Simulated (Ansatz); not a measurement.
## TiGe (model cell, started as rocksalt type): the cell at rest: relaxation

Ansatz 0.2.0; DFT PBE, scalar-relativistic, plane waves, PAW.

The structure was built from a prototype and need not be the compound's stable phase.

It takes space group Fm-3m (No. 225, cubic). The conventional cell has a = 5.210 Å, b = 5.210 Å, c = 5.210 Å, α = 90.00°, β = 90.00°, γ = 90.00°. Nearest to Ti lie 6 Ge at 2.60 Å. Nearest to Ge lie 6 Ti at 2.60 Å. Farther neighbours are not listed.

Step by step:

```tsv
step	energy less that of the first step (eV)	largest force component (eV/Å)	pressure (GPa)	volume (Å³)
1	0.0000	0.0000	-1.02	35.36
2	-0.0011	0.0000	0.21	34.95
3	-0.0011	0.0000	0.00	35.02
4*	-0.0011	0.0000	0.00	35.02
```

Relaxation steps marked * repeat the geometry before them on a plane-wave basis chosen anew for their cell, so energy and pressure can jump there.

The run keeps the 48 symmetry operations that it works with, so distortions that break them were not tested.

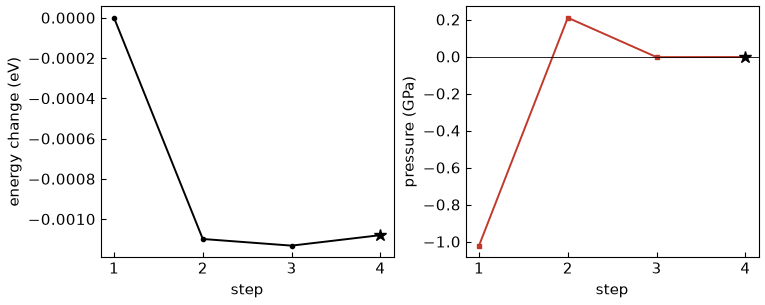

Energy and pressure along the relaxation. Stars mark steps on a basis chosen anew.

```tsv
conventional cell, symmetrised	before	after	change
a (Å)	5.210	5.194	-0.3 %
b (Å)	5.210	5.194	-0.3 %
c (Å)	5.210	5.194	-0.3 %
volume (Å³/atom)	17.68	17.51	-0.9 %
```

The relaxed structure:

```cif
data_structure
_symmetry_space_group_name_H-M 'P 1'
_symmetry_Int_Tables_number 1
_cell_length_a 3.6724
_cell_length_b 3.6724
_cell_length_c 3.6724
_cell_angle_alpha 60.000
_cell_angle_beta 60.000
_cell_angle_gamma 60.000
_cell_volume 35.02
loop_
_atom_site_label
_atom_site_type_symbol
_atom_site_fract_x
_atom_site_fract_y
_atom_site_fract_z
_atom_site_occupancy
Ti1 Ti 0.00000 0.00000 0.00000 1
Ge2 Ge 0.50000 0.50000 0.50000 1
```

This step gave:

```yaml
pressure: -0.002510 GPa
volume_per_atom: 17.51 Å³
```

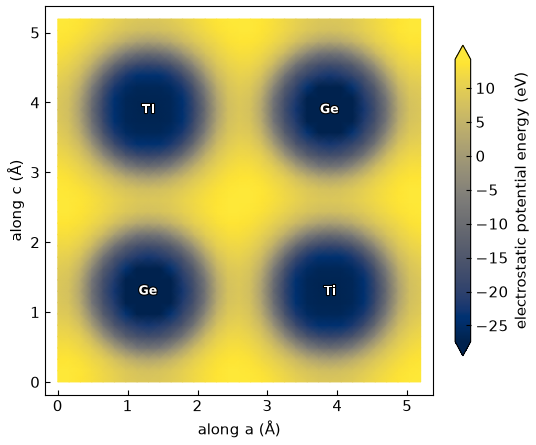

Electrostatic potential energy in the ac plane of the conventional cell at fractional y = 0.000, with atoms of Ti and Ge within 0.2 Å of it. With pseudopotentials it is smooth inside the atoms' cores, unlike the true potential. The map starts off the cell's origin, so that atoms lie inside it.

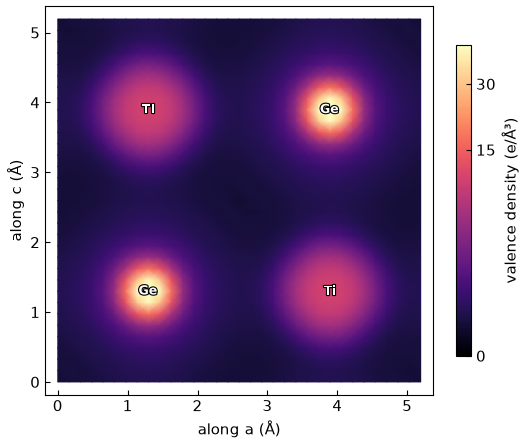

Valence density in the ac plane of the conventional cell at fractional y = 0.000, with atoms of Ti and Ge within 0.2 Å of it. It is the smooth field of the valence electrons, not physical close to the nuclei. The map starts off the cell's origin, so that atoms lie inside it. The colour scale is stretched toward low values.

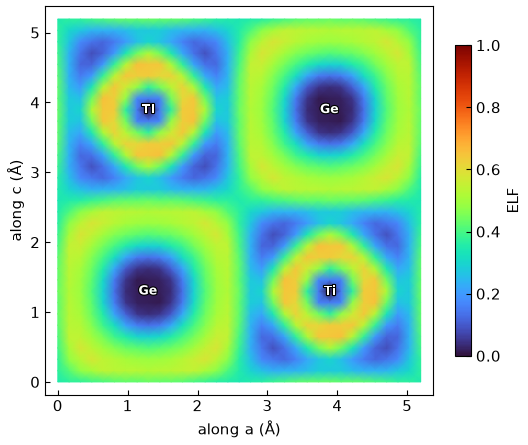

ELF in the ac plane of the conventional cell at fractional y = 0.000, with atoms of Ti and Ge within 0.2 Å of it. It is the smooth field of the valence electrons, not physical close to the nuclei. The map starts off the cell's origin, so that atoms lie inside it.

Q: Write an input that reproduces this.

The system, level and task follow from the heading and the kind of results. Meshes, cutoffs and thresholds can't be read from the results; these are the ones that the run used.

File input.yaml:

```yaml
crystal:
  lattice:
    - [0.0, 2.605, 2.605]
    - [2.605, 0.0, 2.605]
    - [2.605, 2.605, 0.0]
  atoms:
    - { symbol: Ti, position: [0.0, 0.0, 0.0] }
    - { symbol: Ge, position: [0.5, 0.5, 0.5] }
kpoints:
  mp_grid: { grid: [12, 12, 12] }
hamiltonian:
  xc: pbe
scf:
  occupations: { method: gaussian, width: 0.1 }
output:
  forces: true
  stress: true
  eigenvalues: true
  write_density: true
  write_potential: true
  elf: true
  volumetric_format: npy
relax:
  adjacent_minimum: "off"
  f_tol: 0.005
  max_steps: 80
  cell: { stress_tol: 0.05 }
```

Run with:

```bash
> ansatz run input.yaml --threads 4 --pin off --max-ram 7168MiB --backend cpu --events-out ev --progress --plain --runs-dir out
```

[Logs are printed without paths, hosts, clocks, repeated set-up lines and the standing remarks that a program may print on its own settings, such as how far it seeks lower states.]

[Hosts, paths, dates, database ids (printed as entryN), source tags and the programs' standing remarks are cut or masked in the printed files.]
